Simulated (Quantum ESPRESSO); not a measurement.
## Pb (Lead): phonons by linear response

How does Pb (Lead) vibrate, and is this structure a minimum?

Calculated with Quantum ESPRESSO 7.5; DFT LDA, scalar-relativistic, plane waves, PseudoDojo norm-conserving pseudopotentials.

## 1. Starting point

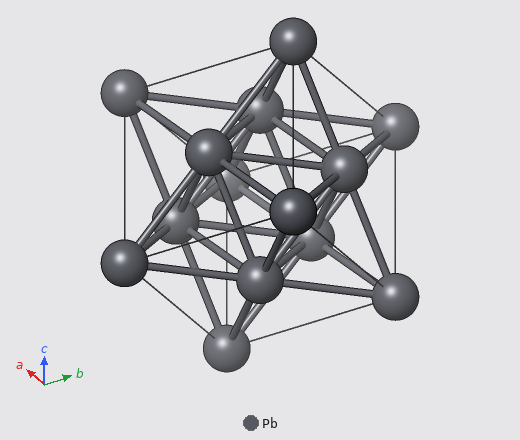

Start, viewed from a free direction; lead dark grey. This picture shows the conventional cell, with its axes. Some periodic images of atoms are drawn too.

## 2. A probe with smearing

Before anything dear is run, a loose run with smearing shows whether this is a metal and how far the cell is from rest.

probe.in

```
&CONTROL
  calculation = 'scf'
  prefix      = 'x'
  outdir      = './tmp'
  pseudo_dir  = './pseudo'
  tprnfor     = .true.
  tstress     = .true.
  verbosity   = 'high'
/
&SYSTEM
  ibrav       = 0
  nat         = 1
  ntyp        = 1
  ecutwfc     = 62.0
  occupations = 'smearing'
  smearing    = 'gaussian'
  degauss     = 0.01
/
&ELECTRONS
  conv_thr         = 1.0d-07
  mixing_beta      = 0.7
  electron_maxstep = 100
/
ATOMIC_SPECIES
 Pb    207.2000  Pb.upf
CELL_PARAMETERS angstrom
    -2.475020000    0.000000000    2.475020000
     0.000000000    2.475020000    2.475020000
    -2.475020000    2.475020000    0.000000000
ATOMIC_POSITIONS crystal
 Pb     0.000000000   0.000000000   0.000000000
K_POINTS automatic
 6 6 6 0 0 0
```

Run with:

```
$ OMP_NUM_THREADS=1 mpirun -n 4 pw.x -nk 4 -in probe.in > probe.out
```

What it wrote:

```text
[banners, grids, parts of the stress and lines that vanish by symmetry left out]
Program PWSCF v.7.5
     Message from routine setup:
     using ibrav=0 with symmetry is DISCOURAGED, use correct ibrav instead
[...]
kinetic-energy cutoff     =      62.0000  Ry
     charge density cutoff     =     248.0000  Ry
     scf convergence threshold =      1.0E-07
[...]
Exchange-correlation= SLA  PW   NOGX NOGC
                           (   1   4   0   0   0   0   0)
[...]
48 Sym. Ops., with inversion, found
[...]
(     0          1          0      )
                  (     0          0          1      )
[...]
(  0.0000000  1.0000000  0.0000000 )
                  ( -0.0000000 -0.0000000  1.0000000 )
[...]
(     1          0         -1      )
                  (     0          0         -1      )
[...]
(  1.0000000 -0.0000000  0.0000000 )
                  ( -0.0000000 -1.0000000 -0.0000000 )
[...]
(     0          1         -1      )
                  (     0          1          0      )
[...]
( -1.0000000  0.0000000  0.0000000 )
                  (  0.0000000  1.0000000 -0.0000000 )
[...]
number of k points=    16  Gaussian smearing, width (Ry)=  0.0100
[...]
End of self-consistent calculation
[...]
the Fermi energy is    11.1637 ev
!    total energy              =    -140.51595674 Ry
[...]
convergence has been achieved in   4 iterations
[...]
atom    1 type  1   force =     0.00000000    0.00000000    0.00000000
[...]
Total force =     0.000000     Total SCF correction =     0.000000
[...]
total   stress  (Ry/bohr**3)                   (kbar)     P=      -11.36
[...]
XML data file, charge density, pseudopotentials, collected wavefunctions

   JOB DONE.
```

Run time: 1.3 s. Hardware: 4 MPI ranks of Arm Neoverse V2, shared host.

This step gave:

* volume per atom: 30.32 Å³
* pressure: -1.136 GPa
* gap on the k-mesh: 0 eV

No gap opens on this mesh, so smearing is kept; the start stands at -1.1 GPa.

## 3. Relaxing the cell and atoms

The relaxation runs at a cutoff a fifth above that of the response, since stress converges more slowly with the basis than frequencies do. Forces and stress are brought to rest with tight thresholds.

relax.in

```
&CONTROL
  calculation   = 'vc-relax'
  prefix        = 'x'
  outdir        = './tmp'
  pseudo_dir    = './pseudo'
  tprnfor       = .true.
  tstress       = .true.
  forc_conv_thr = 2.0d-05
  etot_conv_thr = 1.0d-07
  nstep         = 40
/
&SYSTEM
  ibrav       = 0
  nat         = 1
  ntyp        = 1
  ecutwfc     = 74
  occupations = 'smearing'
  smearing    = 'mv'
  degauss     = 0.02
/
&ELECTRONS
  conv_thr         = 1.0d-11
  mixing_beta      = 0.7
  electron_maxstep = 100
/
&IONS
/
&CELL
  press_conv_thr = 0.2
/
ATOMIC_SPECIES
 Pb    207.2000  Pb.upf
CELL_PARAMETERS angstrom
    -2.475020000    0.000000000    2.475020000
     0.000000000    2.475020000    2.475020000
    -2.475020000    2.475020000    0.000000000
ATOMIC_POSITIONS crystal
 Pb     0.000000000   0.000000000   0.000000000
K_POINTS automatic
 12 12 12 0 0 0
```

Run with:

```
$ OMP_NUM_THREADS=1 mpirun -n 4 pw.x -nk 4 -in relax.in > relax.out
```

What it wrote:

```text
[banners, grids, parts of the stress and lines that vanish by symmetry left out]
[banner, memory and clock lines left out]
Program PWSCF v.7.5

[...]
kinetic-energy cutoff     =      74.0000  Ry
     charge density cutoff     =     296.0000  Ry
     scf convergence threshold =      1.0E-11
[...]
energy convergence thresh.=      1.0E-07
     force convergence thresh. =      2.0E-05
     press convergence thresh. =      2.0E-01
     Exchange-correlation= SLA  PW   NOGX NOGC
                           (   1   4   0   0   0   0   0)
[...]
48 Sym. Ops., with inversion, found
[...]
number of k points=    72  Marzari-Vanderbilt smearing, width (Ry)=  0.0200
[...]
End of self-consistent calculation
[...]
the Fermi energy is    11.1020 ev
!    total energy              =    -140.52229708 Ry
[...]
convergence has been achieved in   8 iterations
[...]
atom    1 type  1   force =     0.00000000    0.00000000    0.00000000
     Total force =     0.000000     Total SCF correction =     0.000000
[...]
total   stress  (Ry/bohr**3)                   (kbar)     P=      -17.53
[...]
number of bfgs steps    =   0
[...]
CELL_PARAMETERS (angstrom)
[...]
ATOMIC_POSITIONS (crystal)
Pb               0.0000000000        0.0000000000        0.0000000000
[...]
New effective cutoffs (rho, wfc):  297.74   74.44
[...]
End of self-consistent calculation
[...]
the Fermi energy is    11.2398 ev
!    total energy              =    -140.52249061 Ry
[...]
convergence has been achieved in   4 iterations
[...]
atom    1 type  1   force =     0.00000000    0.00000000    0.00000000
     Total force =     0.000000     Total SCF correction =     0.000000
[...]
total   stress  (Ry/bohr**3)                   (kbar)     P=      -13.66
[...]
number of bfgs steps    =   1
[...]
CELL_PARAMETERS (angstrom)
[...]
ATOMIC_POSITIONS (crystal)
Pb               0.0000000000        0.0000000000        0.0000000000
[...]
New effective cutoffs (rho, wfc):  300.43   75.11
[...]
End of self-consistent calculation
[...]
the Fermi energy is    11.4496 ev
!    total energy              =    -140.52268615 Ry
[...]
convergence has been achieved in   6 iterations
[...]
atom    1 type  1   force =     0.00000000    0.00000000    0.00000000
     Total force =     0.000000     Total SCF correction =     0.000000
[...]
total   stress  (Ry/bohr**3)                   (kbar)     P=       -7.46
[...]
number of bfgs steps    =   2
[...]
CELL_PARAMETERS (angstrom)
[...]
ATOMIC_POSITIONS (crystal)
Pb               0.0000000000        0.0000000000        0.0000000000
[...]
New effective cutoffs (rho, wfc):  303.65   75.91
[...]
End of self-consistent calculation
[...]
the Fermi energy is    11.7023 ev
!    total energy              =    -140.52276349 Ry
[...]
convergence has been achieved in   6 iterations
[...]
atom    1 type  1   force =     0.00000000    0.00000000    0.00000000
     Total force =     0.000000     Total SCF correction =     0.000000
[...]
total   stress  (Ry/bohr**3)                   (kbar)     P=        0.41
[...]
number of bfgs steps    =   3
[...]
CELL_PARAMETERS (angstrom)
[...]
ATOMIC_POSITIONS (crystal)
Pb               0.0000000000        0.0000000000        0.0000000000
[...]
New effective cutoffs (rho, wfc):  303.48   75.87
[...]
End of self-consistent calculation
[...]
the Fermi energy is    11.6891 ev
!    total energy              =    -140.52276371 Ry
[...]
convergence has been achieved in   4 iterations
[...]
atom    1 type  1   force =     0.00000000    0.00000000    0.00000000
     Total force =     0.000000     Total SCF correction =     0.000000
[...]
total   stress  (Ry/bohr**3)                   (kbar)     P=       -0.01
[...]
number of bfgs steps    =   4
[...]
small trust_radius: resetting bfgs history
[...]
CELL_PARAMETERS (angstrom)
[...]
ATOMIC_POSITIONS (crystal)
Pb               0.0000000000        0.0000000000        0.0000000000
[...]
New effective cutoffs (rho, wfc):  303.48   75.87
[...]
End of self-consistent calculation
[...]
the Fermi energy is    11.6892 ev
!    total energy              =    -140.52276371 Ry
[...]
convergence has been achieved in   2 iterations
[...]
atom    1 type  1   force =     0.00000000    0.00000000    0.00000000
     Total force =     0.000000     Total SCF correction =     0.000000
[...]
total   stress  (Ry/bohr**3)                   (kbar)     P=       -0.01
[...]
bfgs converged in   6 scf cycles and   5 bfgs steps
[...]
End of BFGS Geometry Optimization
     Final enthalpy           =    -140.5227637131 Ry
     File ./tmp/x.bfgs deleted, as requested
[...]
CELL_PARAMETERS (angstrom)
[...]
ATOMIC_POSITIONS (crystal)
Pb               0.0000000000        0.0000000000        0.0000000000
[...]
Final scf calculation at the relaxed structure.
[...]
kinetic-energy cutoff     =      74.0000  Ry
     charge density cutoff     =     296.0000  Ry
     scf convergence threshold =      1.0E-13
[...]
press convergence thresh. =      2.0E-01
     Exchange-correlation= SLA  PW   NOGX NOGC
                           (   1   4   0   0   0   0   0)
[...]
48 Sym. Ops., with inversion, found
[...]
number of k points=    72  Marzari-Vanderbilt smearing, width (Ry)=  0.0200
[...]
c_bands:  1 eigenvalues not converged
     c_bands:  1 eigenvalues not converged
     c_bands:  1 eigenvalues not converged
     c_bands:  1 eigenvalues not converged
     c_bands:  1 eigenvalues not converged
     c_bands:  1 eigenvalues not converged
     c_bands:  1 eigenvalues not converged
[...]
End of self-consistent calculation
[...]
the Fermi energy is    11.6892 ev
!    total energy              =    -140.52276085 Ry
[...]
convergence has been achieved in   9 iterations
[...]
atom    1 type  1   force =     0.00000000    0.00000000    0.00000000
     Total force =     0.000000     Total SCF correction =     0.000000
[...]
total   stress  (Ry/bohr**3)                   (kbar)     P=        0.01
[...]
XML data file, charge density, pseudopotentials, collected wavefunctions
```

The job ended after 27 s (4 MPI ranks; 1.8 min of CPU time).

Relaxation path:

```csv
step,energy less that of the first step (eV),largest force (eV/Å),pressure (GPa),volume (Å³)
1,0.0000,0.0000,-1.75,30.32
2,-0.0026,0.0000,-1.37,30.05
3,-0.0053,0.0000,-0.75,29.65
4,-0.0063,0.0000,0.04,29.18
5,-0.0063,0.0000,0.00,29.20
6,-0.0063,0.0000,0.00,29.20
7,-0.0063,0.0000,0.00,29.20
```

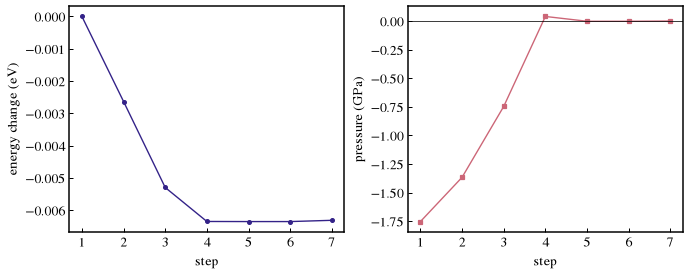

Energy and pressure along the relaxation.

```csv
"conventional cell, symmetrised",before,after,change
a (Å),4.950,4.888,-1.2 %
b (Å),4.950,4.888,-1.2 %
c (Å),4.950,4.888,-1.2 %
volume (Å³/atom),30.32,29.20,-3.7 %
```

Final coordinates:

```
CELL_PARAMETERS angstrom
-2.44419 0.00000 2.44419
0.00000 2.44419 2.44419
-2.44419 2.44419 0.00000
ATOMIC_POSITIONS crystal
Pb 0.00000 0.00000 0.00000
```

The last row of the table of steps is pw.x's closing run on a basis chosen anew for the final cell, so its energy can jump.

Read from the output:

```
volume per atom : 29.20 Å³
pressure        : 0.001 GPa
```

The volume changes by -3.7 % from the cell with which this run began.

## 4. Ground state

The response is built on this ground state, so it is converged far tighter than an energy would need. Smearing stays on, as the first look found no gap above 0.3 eV.

scf.in

```
&CONTROL
  calculation = 'scf'
  prefix      = 'x'
  outdir      = './tmp'
  pseudo_dir  = './pseudo'
  tprnfor     = .true.
  tstress     = .true.
/
&SYSTEM
  ibrav       = 0
  nat         = 1
  ntyp        = 1
  ecutwfc     = 62.0
  occupations = 'smearing'
  smearing    = 'mv'
  degauss     = 0.02
/
&ELECTRONS
  conv_thr         = 1.0d-12
  mixing_beta      = 0.7
  electron_maxstep = 100
/
ATOMIC_SPECIES
 Pb    207.2000  Pb.upf
CELL_PARAMETERS angstrom
    -2.444194355    0.000000000    2.444194355
     0.000000000    2.444194355    2.444194355
    -2.444194355    2.444194355    0.000000000
ATOMIC_POSITIONS crystal
 Pb     0.000000000   0.000000000   0.000000000
K_POINTS automatic
 12 12 12 0 0 0
```

Run with:

```
$ OMP_NUM_THREADS=1 mpirun -n 4 pw.x -nk 4 -in scf.in > scf.out
```

What it wrote:

```text
[banners, grids, parts of the stress and lines that vanish by symmetry left out]
[banner, memory and clock lines left out]
Program PWSCF v.7.5

[...]
kinetic-energy cutoff     =      62.0000  Ry
     charge density cutoff     =     248.0000  Ry
     scf convergence threshold =      1.0E-12
[...]
Exchange-correlation= SLA  PW   NOGX NOGC
                           (   1   4   0   0   0   0   0)
[...]
48 Sym. Ops., with inversion, found
[...]
number of k points=    72  Marzari-Vanderbilt smearing, width (Ry)=  0.0200
[...]
c_bands:  1 eigenvalues not converged
[...]
End of self-consistent calculation
[...]
the Fermi energy is    11.6892 ev
!    total energy              =    -140.52274717 Ry
[...]
convergence has been achieved in   8 iterations
[...]
atom    1 type  1   force =     0.00000000    0.00000000    0.00000000
     Total force =     0.000000     Total SCF correction =     0.000000
[...]
total   stress  (Ry/bohr**3)                   (kbar)     P=       -0.07
[...]
XML data file, charge density, pseudopotentials, collected wavefunctions
```

Run time: 5 s. Hardware: 4 MPI ranks.

This step gave:

| Quantity | Value |
| --- | --- |
| pressure | -0.007000 GPa |

The cell stands at -0.0070 GPa, close enough for phonons.

(Continued in part 2 of 3.)

[Host names and launcher messages were left out of these logs when they were recorded.]

[Logs are printed without paths, hosts, clocks, repeated set-up lines and the standing remarks that a program may print on its own settings, such as how far it seeks lower states.]

[Hosts, paths, dates, database ids (printed as entryN), source tags and the programs' standing remarks are cut or masked in the printed files.]
